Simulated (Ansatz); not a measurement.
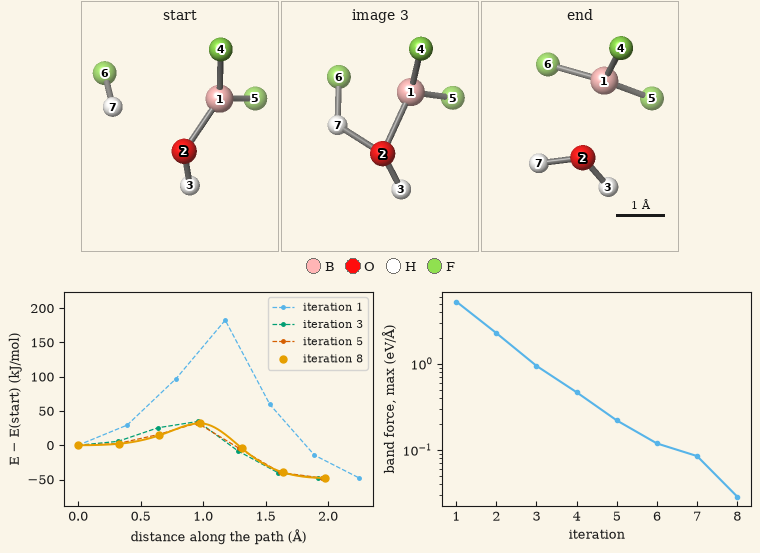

A nudged-elastic-band calculation for BH$_{2}$OF$_{3}$. Images are numbered from 0 (start) to 6 (end). The plot follows the band through its iterations. The picture is a ball-and-stick view, seen at a tilt.

Method: RKS PBE-D4/def2-SVP in Ansatz 0.2.0.

Input
```yaml
crystal:
  periodic: [false, false, false]
  atoms:
    - { symbol: B, position_ang: [-0.053034, -0.248885, 0.096961] }
    - { symbol: O, position_ang: [-0.03127, -0.281529, 1.473121] }
    - { symbol: H, position_ang: [-0.931184, -0.398101, 1.831875] }
    - { symbol: F, position_ang: [1.096255, -0.189591, -0.555977] }
    - { symbol: F, position_ang: [-1.198019, -0.360956, -0.577591] }
    - { symbol: F, position_ang: [0.075656, 2.250349, 0.819469] }
    - { symbol: H, position_ang: [0.255195, 1.550913, 1.430241] }
basis:
  gaussian: { orbitals: def2-SVP }
hamiltonian:
  xc: pbe
  dispersion: d4
neb:
  order_check: false
  images: 5
  f_tol: 0.05
  max_iterations: 60
  final_atoms:
    - { symbol: B, position_ang: [0.01116307, 0.39934695, -0.08947349] }
    - { symbol: O, position_ang: [0.04668316, 0.00892708, 1.67002711] }
    - { symbol: H, position_ang: [-0.84130607, -0.37234484, 1.83152478] }
    - { symbol: F, position_ang: [1.12010297, -0.20376354, -0.55929287] }
    - { symbol: F, position_ang: [-1.18795224, -0.1634672, -0.41557434] }
    - { symbol: F, position_ang: [0.03211825, 1.7617979, -0.01388998] }
    - { symbol: H, position_ang: [0.03278986, 0.89170364, 2.09477779] }
  initial_path:
    images:
      - { positions_ang: [[-0.053034, -0.248885, 0.096961], [-0.03127, -0.281529, 1.473121], [-0.931184, -0.398101, 1.831875], [1.096255, -0.189591, -0.555977], [-1.198019, -0.360956, -0.577591], [0.075656, 2.250349, 0.819469], [0.255195, 1.550913, 1.430241]] }
      - { positions_ang: [[-0.0326032, -0.16920019, 0.06685799], [-0.01922832, -0.17973513, 1.57085611], [-0.92049678, -0.35550085, 1.92370698], [1.1149618, -0.12578731, -0.58781146], [-1.17644803, -0.25621853, -0.60338449], [0.06619925, 2.01238586, 0.70898711], [0.18121428, 1.39625615, 1.43888676]] }
      - { positions_ang: [[-0.0121724, -0.08951538, 0.03675498], [-0.00718664, -0.07794126, 1.66859122], [-0.90980956, -0.3129007, 2.01553896], [1.13366859, -0.06198363, -0.61964591], [-1.15487706, -0.15148105, -0.62917798], [0.0567425, 1.77442272, 0.59850523], [0.10723357, 1.2415993, 1.44753251]] }
      - { positions_ang: [[0.00825839, -0.00983057, 0.00665197], [0.00485504, 0.0238526, 1.76632633], [-0.89912234, -0.27030055, 2.10737094], [1.15237539, 0.00182006, -0.65148037], [-1.13330609, -0.04674358, -0.65497147], [0.04728576, 1.53645958, 0.48802334], [0.03325285, 1.08694246, 1.45617827]] }
      - { positions_ang: [[0.00922662, 0.12656193, -0.02538985], [0.01879775, 0.01887743, 1.73422659], [-0.87985025, -0.30431531, 2.01542222], [1.14161792, -0.06670781, -0.6207512], [-1.15152147, -0.08565145, -0.57517243], [0.04222992, 1.61157235, 0.3207189], [0.03309852, 1.02186285, 1.66904478]] }
      - { positions_ang: [[0.01019484, 0.26295444, -0.05743167], [0.03274045, 0.01390226, 1.70212685], [-0.86057816, -0.33833007, 1.9234735], [1.13086044, -0.13523567, -0.59002204], [-1.16973686, -0.12455933, -0.49537338], [0.03717409, 1.68668513, 0.15341446], [0.03294419, 0.95678325, 1.88191128]] }
      - { positions_ang: [[0.01116307, 0.39934695, -0.08947349], [0.04668316, 0.00892708, 1.67002711], [-0.84130607, -0.37234484, 1.83152478], [1.12010297, -0.20376354, -0.55929287], [-1.18795224, -0.1634672, -0.41557434], [0.03211825, 1.7617979, -0.01388998], [0.03278986, 0.89170364, 2.09477779]] }
```

Run as
```bash
ansatz run input.yaml --threads 1 --pin off --max-ram 2048MiB --backend cpu --events-out ev --progress --plain --runs-dir out
```

**How did the profile develop, and is the result final?**

The result is final at these settings. The band converged in 8 iterations. The largest component of the band force went from 5.3 to 0.029 eV/Å. The climbing image converged on the top of the path. Its vibrational analysis gives one imaginary mode (741i cm⁻¹), as a transition state must have. The first iteration put the highest image at 182.6 kJ/mol. Forward barrier 32.0 kJ/mol, backward barrier 79.7 kJ/mol, with image 3 at the top; the reaction energy is −47.7 kJ/mol.
